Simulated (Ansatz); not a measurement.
**N2H2+ (quartet): from Hartree-Fock to the top rungs, cc-pVTZ**

Aim: climb from Hartree-Fock through coupled cluster and multireference methods for N2H2+ (quartet) at one geometry and basis, and see what each rung misses.

Computed with Ansatz 0.2.0, Gaussian basis. Level: cc-pVTZ, core rule «outside noble gas», up to 2 orbitals frozen.

Plan: UHF; CCSD(T) on ROHF; CCSD(T) on UHF; BCCD(T) on ROHF; CCSDT(Q) on ROHF; CCSDT(Q) on UHF; CASSCF and MRCISD+Q, 11 electrons in 10 orbitals; CASSCF and NEVPT2, 11 electrons in 10 orbitals.

6 further runs of the same task are left out: 6 set aside as unsound or not needed. Runs told in other sessions of the task aren't counted.

## Step 1: What is computed

The geometry is a PBE0/def2-TZVP stationary point (not a proven minimum) of the parent state, kept for this charge and spin.

4 atoms, charge 1, spin multiplicity 4.

Atoms are counted from 1 here; the program's logs count them from 0.

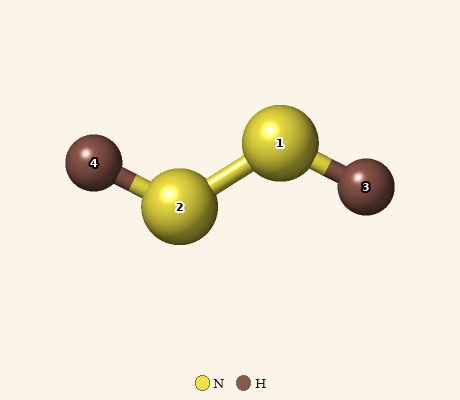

The geometry (nitrogen yellow, hydrogen brown); atoms are numbered from 1 in the order of the file.

In the tables R marks a restricted open-shell determinant and U an unrestricted one; 'valence' is the active space of 11 electrons in 10 orbitals; energies count from the table's Hartree-Fock row.

## Step 2: UHF

in.yaml

```yaml
crystal:
  periodic: [false, false, false]
  atoms:
    - {symbol: N, position_ang: [0.000000, -0.168274, 0.605211]}
    - {symbol: N, position_ang: [0.000000, 0.168274, -0.605211]}
    - {symbol: H, position_ang: [0.000000, 0.533378, 1.336557]}
    - {symbol: H, position_ang: [0.000000, -0.533378, -1.336557]}
basis:
  gaussian: {orbitals: cc-pVTZ}
total_charge: 1
magnetization: {spin_polarized: true, initial_magnetization: 3}
hamiltonian: {xc: hf}
output: {orbitals: {seedname: orbitals}}
```

The run is started by

```
$ ansatz run in.yaml --threads 1 --pin off --events-out ev --progress --plain --max-ram 2816MiB --backend cpu
```

Log:

```text
Functional definition: HF
  name "HF"
  cite "Fock, Z. Phys. 61, 126 (1930) doi:10.1007/BF01340294"
  parent pbe
  exchange = exact_x
  correlation = 0
558 factors; their error is unknown
mean field evaluation 1: about -2981.1941 eV, gradient 1.8e1 eV
mean field evaluation 2: about -2982.4574 eV, gradient 5.1e0 eV
mean field evaluation 4: about -2982.6130 eV, gradient 5.6e-1 eV
mean field evaluation 8: about -2982.6449 eV, gradient 2.5e-1 eV
mean field evaluation 16: about -2982.0755 eV, gradient 6.1e0 eV
mean field evaluation 32: about -2981.7678 eV, gradient 1.1e0 eV
mean field -2982.64513260 eV, -109.6101869135 hartree, gradient 3.6e-5 eV, S^2 3.780696; 3 other end points of the search recorded, 0 dependent functions left out
reference -2982.64513260 eV, -109.6101869135 hartree; 9, 6 occupied and 79, 82 virtual orbitals, 558 factors
Total energy: -2982.64513260 eV, -109.6101869135 hartree
```

Run time: 0.88 s. Hardware: 1 thread of AMD EPYC 7R13, shared host.

From the report: ⟨S²⟩ of the determinant 3.781 (pure quartet: 3.75).

## Step 3: CCSD(T) on ROHF

in.yaml: that of step 2 with these lines changed.

```diff
@@ -10,4 +10,4 @@
 total_charge: 1
-magnetization: {spin_polarized: true, initial_magnetization: 3}
-hamiltonian: {xc: hf}
-output: {orbitals: {seedname: orbitals}}
+magnetization: {spin_polarized: false, initial_magnetization: 3}
+correlation: {method: ccsd_t, electrons: outside_noble_gas}
+output: {forces: true}
```

The run is started by

```
$ ansatz run in.yaml --threads 2 --pin off --events-out ev --progress --plain --max-ram 16896MiB --backend cuda --devices 0, --max-vram 18GiB
```

Log, cut to the lines that bear on the results:

```text
Functional definition: HF
  name "HF"
  cite "Fock, Z. Phys. 61, 126 (1930) doi:10.1007/BF01340294"
  parent pbe
[...]
519 factors; integrals over basis functions are off by at most 1.1e-3 eV
[...]
mean field -2982.20047197 eV, -109.5938459370 hartree, gradient 1.1e-6 eV, S^2 3.750000; 6 other end points of the search recorded, 0 dependent functions left out
[...]
determinant -2982.20047197 eV, -109.5938459370 hartree, with singles and doubles -2991.56069587 eV, -109.9378278206 hartree
determinant -2981.38742705 eV, -109.5639670870 hartree, with singles and doubles -2990.56752161 eV, -109.9013293395 hartree
2 core orbitals not correlated: weight in the atoms' cores, before any rotation towards them, 1.000 or more for the frozen orbitals, at most 0.000 for the correlated occupied ones
reference -2982.20047197 eV, -109.5938459370 hartree; 7, 4 occupied and 79, 82 virtual orbitals, 519 factors
second order -8.41064632 eV of doubles, -0.27872188 eV of singles
cycle   1  -9.26554240 eV  change   -8.4e-1 eV  update   1.6e-2
[...]
cycle  11  -9.28996596 eV  change    1.7e-7 eV  update   1.7e-7
perturbative correction -0.29959062 eV, -0.0110097523 hartree
[...]
Total energy: -2991.79002856 eV, -109.9462556414 hartree
Atom 0 at     0.000000    -0.168274     0.605211 Å, force     0.000000    -2.336982     7.623303 eV/Å
Atom 1 at     0.000000     0.168274    -0.605211 Å, force    -0.000000     2.336982    -7.623303 eV/Å
Atom 2 at     0.000000     0.533378     1.336557 Å, force    -0.000000     0.403289     0.763916 eV/Å
Atom 3 at     0.000000    -0.533378    -1.336557 Å, force     0.000000    -0.403289    -0.763916 eV/Å
Dipole moment:     0.000000    -0.000000     0.000000 e Å
```

Run time: 4.4 s. Hardware: 1 × H100 (card shared with other runs) with 2 threads of AMD EPYC 7R13, shared host; peak host memory 0.93 GiB.

From the report: correlation -9.5896 eV; T1 0.018; largest double amplitude 0.04.

## Step 4: CCSD(T) on UHF

in.yaml: that of step 3 with these lines changed.

```diff
@@ -10,3 +10,3 @@
 total_charge: 1
-magnetization: {spin_polarized: false, initial_magnetization: 3}
+magnetization: {spin_polarized: true, initial_magnetization: 3}
 correlation: {method: ccsd_t, electrons: outside_noble_gas}
```

Same command.

Log, cut to the lines that bear on the results:

```text
Functional definition: HF
  name "HF"
  cite "Fock, Z. Phys. 61, 126 (1930) doi:10.1007/BF01340294"
  parent pbe
[...]
519 factors; integrals over basis functions are off by at most 1.1e-3 eV
[...]
mean field -2982.64522766 eV, -109.6101904068 hartree, gradient 3.6e-6 eV, S^2 3.780696; 6 other end points of the search recorded, 0 dependent functions left out
determinant -2982.64522766 eV, -109.6101904068 hartree, with singles and doubles -2991.55993563 eV, -109.9377998824 hartree
determinant -2981.77590267 eV, -109.5782433028 hartree, with singles and doubles -2990.56317056 eV, -109.9011694417 hartree
2 core orbitals not correlated: weight in the atoms' cores, before any rotation towards them, 1.000 or more for the frozen orbitals, at most 0.000 for the correlated occupied ones
reference -2982.64522766 eV, -109.6101904068 hartree; 7, 4 occupied and 79, 82 virtual orbitals, 519 factors
second order -8.12025984 eV of doubles, -0.00000000 eV of singles
cycle   1  -8.83266923 eV  change   -8.8e-1 eV  update   1.7e-2
[...]
cycle  11  -8.86046102 eV  change    1.9e-7 eV  update   3.1e-7
perturbative correction -0.28671598 eV, -0.0105366177 hartree
[...]
Total energy: -2991.79240465 eV, -109.9463429611 hartree
Atom 0 at     0.000000    -0.168274     0.605211 Å, force     0.000000    -2.334979     7.622167 eV/Å
Atom 1 at     0.000000     0.168274    -0.605211 Å, force     0.000000     2.334979    -7.622167 eV/Å
Atom 2 at     0.000000     0.533378     1.336557 Å, force     0.000000     0.402032     0.762678 eV/Å
Atom 3 at     0.000000    -0.533378    -1.336557 Å, force    -0.000000    -0.402032    -0.762678 eV/Å
Dipole moment:     0.000000     0.000000    -0.000000 e Å
```

It took 8 s on 1 × H100 (card shared with other runs) with 2 threads of AMD EPYC 7R13, shared host; peak host memory 0.93 GiB.

From the report: ⟨S²⟩ of the determinant 3.781 (pure quartet: 3.75); correlation -9.1472 eV; T1 0.012; largest double amplitude 0.04.

## Step 5: BCCD(T) on ROHF

in.yaml: that of step 4 with these lines changed.

```diff
@@ -10,4 +10,3 @@
 total_charge: 1
-magnetization: {spin_polarized: true, initial_magnetization: 3}
-correlation: {method: ccsd_t, electrons: outside_noble_gas}
-output: {forces: true}
+magnetization: {spin_polarized: false, initial_magnetization: 3}
+correlation: {method: bccd_t, electrons: outside_noble_gas}
```

Same command.

Log, cut to the lines that bear on the results:

```text
Functional definition: HF
  name "HF"
  cite "Fock, Z. Phys. 61, 126 (1930) doi:10.1007/BF01340294"
  parent pbe
[...]
519 factors; integrals over basis functions are off by at most 1.1e-3 eV
[...]
mean field -2982.20047197 eV, -109.5938459370 hartree, gradient 1.1e-6 eV, S^2 3.750000; 6 other end points of the search recorded, 0 dependent functions left out
[...]
determinant -2982.20047197 eV, -109.5938459370 hartree, with singles and doubles -2991.56069587 eV, -109.9378278206 hartree
determinant -2981.38742705 eV, -109.5639670870 hartree, with singles and doubles -2990.56752161 eV, -109.9013293395 hartree
2 core orbitals not correlated: weight in the atoms' cores, before any rotation towards them, 1.000 or more for the frozen orbitals, at most 0.000 for the correlated occupied ones
reference -2982.20047197 eV, -109.5938459370 hartree; 7, 4 occupied and 79, 82 virtual orbitals, 519 factors
second order -8.41064632 eV of doubles, -0.27872188 eV of singles
cycle   1  -9.27125178 eV  change   -8.5e-1 eV  update   1.6e-2
[...]
cycle   8  -9.29054922 eV  change    2.6e-6 eV  update   6.6e-6
perturbative correction -0.29877545 eV, -0.0109797953 hartree
Total energy: -2991.78979665 eV, -109.9462471189 hartree
```

Run time: 2.7 s. Hardware: 1 × H100 (card shared with other runs) with 2 threads of AMD EPYC 7R13, shared host; peak host memory 0.85 GiB.

From the report: correlation -9.5893 eV; largest double amplitude 0.04.

## Step 6: CCSDT(Q) on ROHF

in.yaml: that of step 5 with these lines changed.

```diff
@@ -11,2 +11,2 @@
 magnetization: {spin_polarized: false, initial_magnetization: 3}
-correlation: {method: bccd_t, electrons: outside_noble_gas}
+correlation: {method: ccsdt_q, electrons: outside_noble_gas}
```

The command is unchanged.

Log, cut to the lines that bear on the results:

```text
Functional definition: HF
  name "HF"
  cite "Fock, Z. Phys. 61, 126 (1930) doi:10.1007/BF01340294"
  parent pbe
[...]
1134 factors; integrals over basis functions are off by at most 2.0e-7 eV
[...]
mean field -2982.20048759 eV, -109.5938465109 hartree, gradient 1.1e-6 eV, S^2 3.750000; 6 other end points of the search recorded, 0 dependent functions left out
[...]
determinant -2982.20048759 eV, -109.5938465109 hartree, with singles and doubles -2991.56072612 eV, -109.9378289324 hartree
determinant -2981.38745022 eV, -109.5639679384 hartree, with singles and doubles -2990.56755364 eV, -109.9013305167 hartree
2 core orbitals not correlated: weight in the atoms' cores, before any rotation towards them, 1.000 or more for the frozen orbitals, at most 0.000 for the correlated occupied ones
reference -2982.20048759 eV, -109.5938465109 hartree; 7, 4 occupied and 79, 82 virtual orbitals, 1134 factors
second order -8.41066311 eV of doubles, -0.27872187 eV of singles
cycle   1  -9.05782652 eV  change   -3.6e-1 eV  update   5.9e-2
[...]
cycle  15  -9.60646054 eV  change    5.1e-7 eV  update   4.6e-7
perturbative correction -0.01355424 eV, -0.0004981092 hartree
Total energy: -2991.82050237 eV, -109.9473755334 hartree
```

Wall time 14 s (1 × H100 (card shared with other runs) with 2 threads of AMD EPYC 7R13, shared host); peak host memory 1.2 GiB.

From the report: correlation -9.6200 eV; T1 0.018; largest double amplitude 0.04.

## Step 7: CCSDT(Q) on UHF

in.yaml: that of step 6 with these lines changed.

```diff
@@ -10,3 +10,3 @@
 total_charge: 1
-magnetization: {spin_polarized: false, initial_magnetization: 3}
+magnetization: {spin_polarized: true, initial_magnetization: 3}
 correlation: {method: ccsdt_q, electrons: outside_noble_gas}
```

Same command.

Log, cut to the lines that bear on the results:

```text
Functional definition: HF
  name "HF"
  cite "Fock, Z. Phys. 61, 126 (1930) doi:10.1007/BF01340294"
  parent pbe
[...]
1134 factors; integrals over basis functions are off by at most 2.0e-7 eV
[...]
mean field -2982.64524360 eV, -109.6101909927 hartree, gradient 3.5e-6 eV, S^2 3.780696; 6 other end points of the search recorded, 0 dependent functions left out
determinant -2982.64524360 eV, -109.6101909927 hartree, with singles and doubles -2991.55996566 eV, -109.9378009859 hartree
determinant -2981.77592633 eV, -109.5782441723 hartree, with singles and doubles -2990.56320216 eV, -109.9011706029 hartree
2 core orbitals not correlated: weight in the atoms' cores, before any rotation towards them, 1.000 or more for the frozen orbitals, at most 0.000 for the correlated occupied ones
reference -2982.64524360 eV, -109.6101909927 hartree; 7, 4 occupied and 79, 82 virtual orbitals, 1134 factors
second order -8.12027506 eV of doubles, -0.00000000 eV of singles
cycle   1  -8.59194516 eV  change   -4.7e-1 eV  update   6.2e-2
[...]
cycle  14  -9.16618359 eV  change   -9.3e-7 eV  update   1.2e-6
perturbative correction -0.01274944 eV, -0.0004685334 hartree
Total energy: -2991.82417663 eV, -109.9475105600 hartree
```

It took 11 s on 1 × H100 (card shared with other runs) with 2 threads of AMD EPYC 7R13, shared host; peak host memory 1.1 GiB.

From the report: ⟨S²⟩ of the determinant 3.781 (pure quartet: 3.75); correlation -9.1789 eV; T1 0.012; largest double amplitude 0.04.

## Step 8: CASSCF and MRCISD+Q, 11 electrons in 10 orbitals

in.yaml: that of step 7 with these lines changed.

```diff
@@ -10,3 +10,3 @@
 total_charge: 1
-magnetization: {spin_polarized: true, initial_magnetization: 3}
-correlation: {method: ccsdt_q, electrons: outside_noble_gas}
+magnetization: {spin_polarized: false, initial_magnetization: 3}
+correlation: {method: fic_mrcisd_q, electrons: outside_noble_gas, active_space: {window: {electrons: 11, orbitals: 10}, shells: [{species: H, l: s, shell: 1}, {species: "N", l: s, shell: 2}, {species: "N", l: p, shell: 2}]}}
```

The command is unchanged.

Log, cut to the lines that bear on the results:

```text
Functional definition: HF
  name "HF"
  cite "Fock, Z. Phys. 61, 126 (1930) doi:10.1007/BF01340294"
  parent pbe
[...]
1134 factors; integrals over basis functions are off by at most 2.0e-7 eV
[...]
mean field -2982.20048759 eV, -109.5938465109 hartree, gradient 1.1e-6 eV, S^2 3.750000; 6 other end points of the search recorded, 0 dependent functions left out
reference -2982.20048759 eV, -109.5938465109 hartree; 9, 6 occupied and 79, 82 virtual orbitals, 1134 factors
state -2984.64634883 eV, -109.6837302534 hartree
contracted CI cycle   1: correlation 0.00000000 eV, 0.0000000000 hartree, residual 3.11e1 eV
contracted CI cycle   2: correlation -6.48261484 eV, -0.2382317013 hartree, residual 5.08e0 eV
contracted CI cycle   3: correlation -6.67021425 eV, -0.2451258525 hartree, residual 9.78e-1 eV
contracted CI cycle   4: correlation -6.67732326 eV, -0.2453871038 hartree, residual 2.05e-1 eV
contracted CI cycle   5: correlation -6.67764598 eV, -0.2453989634 hartree, residual 4.39e-2 eV
contracted CI cycle   6: correlation -6.67766013 eV, -0.2453994833 hartree, residual 9.27e-3 eV
contracted CI cycle   7: correlation -6.67766074 eV, -0.2453995060 hartree, residual 1.88e-3 eV
contracted CI cycle   8: correlation -6.67766077 eV, -0.2453995069 hartree, residual 3.90e-4 eV
state -2984.64634883 eV, -109.6837302534 hartree; corrected -2991.74265182 eV, -109.9445145782 hartree
Total energy: -2991.74265182 eV, -109.9445145782 hartree
Checks for a lower state left out: starts, orbital_swaps
```

Run time: 6 s. Hardware: 1 × H100 (card shared with other runs) with 2 threads of AMD EPYC 7R13, shared host; peak host memory 0.92 GiB.

From the report: 6,272 determinants; active occupations 1.99, 1.98, 1.98, 1.97, 1.01, 1.00, 1.00, 0.03, 0.02, 0.02.

## Step 9: CASSCF and NEVPT2, 11 electrons in 10 orbitals

in.yaml

```yaml
crystal:
  periodic: [false, false, false]
  atoms:
    - {symbol: N, position_ang: [0.000000, -0.168274, 0.605211]}
    - {symbol: N, position_ang: [0.000000, 0.168274, -0.605211]}
    - {symbol: H, position_ang: [0.000000, 0.533378, 1.336557]}
    - {symbol: H, position_ang: [0.000000, -0.533378, -1.336557]}
basis:
  gaussian: {orbitals: cc-pVTZ}
total_charge: 1
magnetization: {spin_polarized: false, initial_magnetization: 3}
correlation: {method: sc_nevpt2, electrons: outside_noble_gas, active_space: {window: {electrons: 11, orbitals: 10}, shells: [{species: H, l: s, shell: 1}, {species: "N", l: s, shell: 2}, {species: "N", l: p, shell: 2}]}}
```

Launched as before.

Log:

```text
Functional definition: HF
  name "HF"
  cite "Fock, Z. Phys. 61, 126 (1930) doi:10.1007/BF01340294"
  parent pbe
  exchange = exact_x
  correlation = 0
1134 factors; integrals over basis functions are off by at most 2.0e-7 eV
mean field evaluation 1: about -2981.1413 eV, gradient 2.1e1 eV
mean field evaluation 2: about -2981.1461 eV, gradient 2.1e1 eV
mean field evaluation 4: about -2982.1891 eV, gradient 1.7e0 eV
mean field evaluation 8: about -2982.2005 eV, gradient 7.3e-4 eV
mean field evaluation 16: about -2981.3875 eV, gradient 2.3e-3 eV
mean field evaluation 32: about -2981.6768 eV, gradient 7.1e0 eV
mean field -2982.20048759 eV, -109.5938465109 hartree, gradient 1.1e-6 eV, S^2 3.750000; 6 other end points of the search recorded, 0 dependent functions left out
reference -2982.20048759 eV, -109.5938465109 hartree; 9, 6 occupied and 79, 82 virtual orbitals, 1134 factors
state -2984.64634883 eV, -109.6837302534 hartree
state -2984.64634883 eV, -109.6837302534 hartree; corrected -2990.68046058 eV, -109.9054797702 hartree
Total energy: -2990.68046058 eV, -109.9054797702 hartree
Checks for a lower state left out: starts, orbital_swaps
```

Run time: 4 s. Hardware: 1 × H100 (card shared with other runs) with 2 threads of AMD EPYC 7R13, shared host; peak host memory 0.8 GiB.

From the report: 6,272 determinants; active occupations 1.99, 1.98, 1.98, 1.97, 1.01, 1.00, 1.00, 0.03, 0.02, 0.02.

## Step 10: How many determinants matter

Natural occupations of the CASSCF valence state about the gap (report; correlated orbitals 2 to 10): 1.983, 1.978, 1.972, 1.010, 1.003, 0.998, 0.029, 0.021, 0.020. The count of effectively unpaired electrons, Σ n²(2 − n)², is 3.01; a single determinant of this spin has 3.

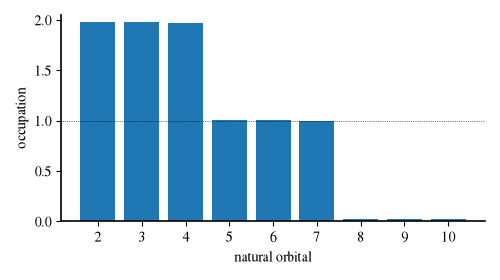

Natural occupations of the CASSCF valence state.

## Step 11: Misses and costs

The yardstick is UCCSDT(Q), where the cluster series has nearly closed. Rows without a time are mean-field rows or come out of runs for another level: lower rungs of the coupled-cluster runs, CASSCF and MRCISD of the multireference runs, or the Hartree-Fock search. The times of RCCSD(T), UCCSD(T) include forces.

Differences are taken before rounding.

| method | energy from the lowest ROHF (kcal/mol) | from UCCSDT(Q) (kcal/mol) | time |
| --- | --- | --- | --- |
| ROHF | 0.00 | +221.93 |  |
| UHF | -10.26 | +211.67 |  |
| RMP2 | -200.38 | +21.55 |  |
| UMP2 | -197.51 | +24.41 |  |
| RCCSD | -214.23 | +7.70 |  |
| UCCSD | -214.58 | +7.34 |  |
| RCCSD(T) | -221.14 | +0.79 | 4.4 s |
| UCCSD(T) | -221.20 | +0.73 | 8 s |
| BCCD(T) | -221.14 | +0.79 | 2.7 s |
| RCCSDT | -221.53 | +0.40 |  |
| UCCSDT | -221.63 | +0.29 |  |
| RCCSDT(Q) | -221.84 | +0.08 | 14 s |
| UCCSDT(Q) | -221.93 | 0 | 11 s |
| CASSCF valence | -56.40 | +165.52 |  |
| NEVPT2 valence | -195.55 | +26.37 | 4 s |
| MRCISD valence | -210.39 | +11.53 |  |
| MRCISD+Q valence | -220.05 | +1.88 | 6 s |

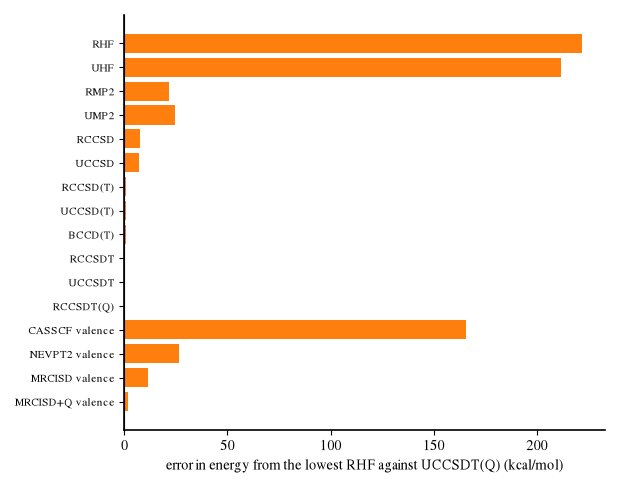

How far each level lands from UCCSDT(Q).

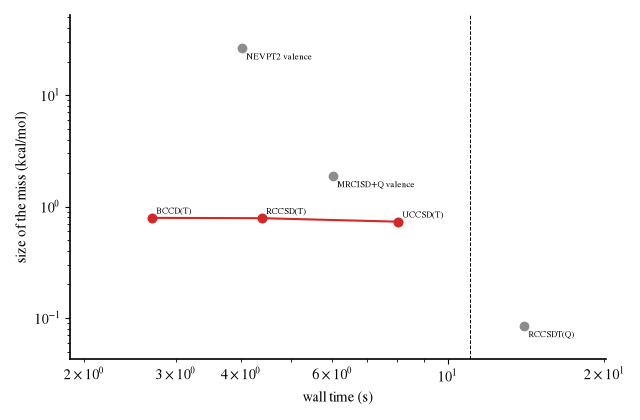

Accuracy for the time spent; red marks the levels that beat every quicker one drawn (of those quicker than the yardstick), and the dashed line is the time of UCCSDT(Q). Times are from a shared host.

## Step 12: Results

| quantity | value |
| --- | --- |
| UCCSDT(Q) from the ROHF energy | -9.6237 eV |
| RMP2 from UCCSDT(Q) | +21.55 kcal/mol |
| UMP2 from UCCSDT(Q) | +24.41 kcal/mol |
| RCCSD from UCCSDT(Q) | +7.70 kcal/mol |
| RCCSD(T) from UCCSDT(Q) | +0.79 kcal/mol |
| UCCSD(T) from UCCSDT(Q) | +0.73 kcal/mol |
| RCCSDT(Q) from UCCSDT(Q) | +0.08 kcal/mol |
| NEVPT2 valence from UCCSDT(Q) | +26.37 kcal/mol |
| MRCISD+Q valence from UCCSDT(Q) | +1.88 kcal/mol |
| levels within 1 kcal/mol (43 meV) | RCCSD(T), UCCSD(T), BCCD(T), RCCSDT, UCCSDT, RCCSDT(Q) |
| T1 diagnostic | 0.018 |
| effectively unpaired electrons | 3.01 |

**Reading.** RCCSD(T) misses by +0.79 kcal/mol, 0.4 % of the correlation energy. One determinant dominates. Of the multireference levels listed MRCISD+Q valence comes nearest in total energy (+1.88 kcal/mol), which doesn't show that its space is the better one. These misses are within one basis, not against nature; the frozen cores of restricted and unrestricted runs differ, which can shift their rows.

UCCSD(T) reaches 0.73 kcal/mol from the reference in 8 s, where UCCSDT(Q) took 11 s; the quickest level in the cost chart, BCCD(T), takes 2.7 s and misses by 0.79 kcal/mol.
